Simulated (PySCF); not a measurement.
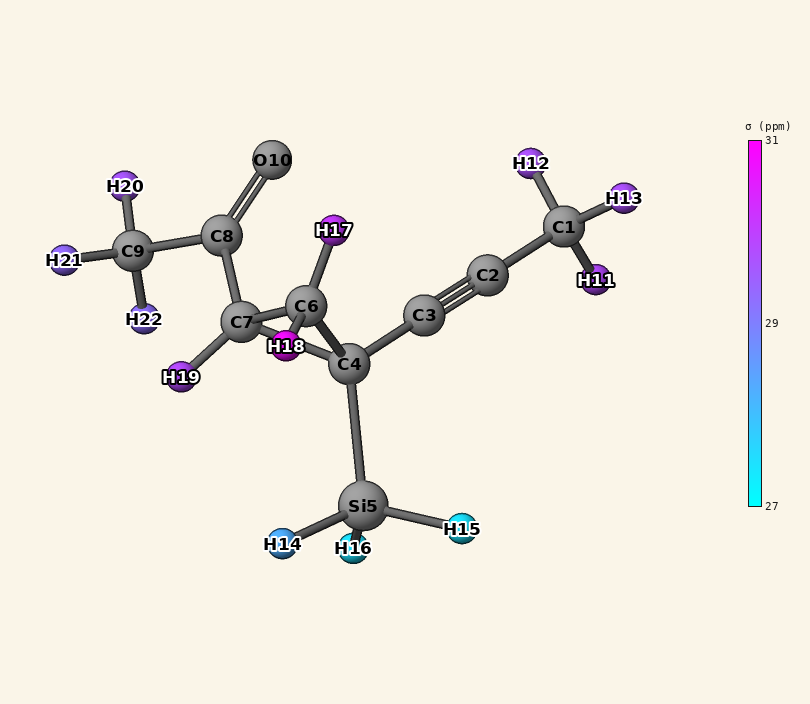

Atoms are coloured by their isotropic NMR shieldings (H only, the others grey). The computed structure is the end point of a GFN2-xTB optimisation. No frequency run is at hand to confirm it as a minimum. Properties computed with GIAO PBE0/pcSseg-1 NMR shielding, non-relativistic, gas phase (PySCF 2.14.0).

Give the isotropic NMR shieldings of the H atoms atom by atom.

```tsv
atom	σ (ppm)
H11	29.83
H12	29.72
H13	29.73
H14	28.25
H15	27.44
H16	27.48
H17	30.11
H18	30.79
H19	29.84
H20	29.64
H21	29.32
H22	29.24
```

The geometry is semi-empirical. Around Si such bond lengths and angles can be off by a tenth of an ångström or more and by several degrees, and values that hang on the shape move with them.
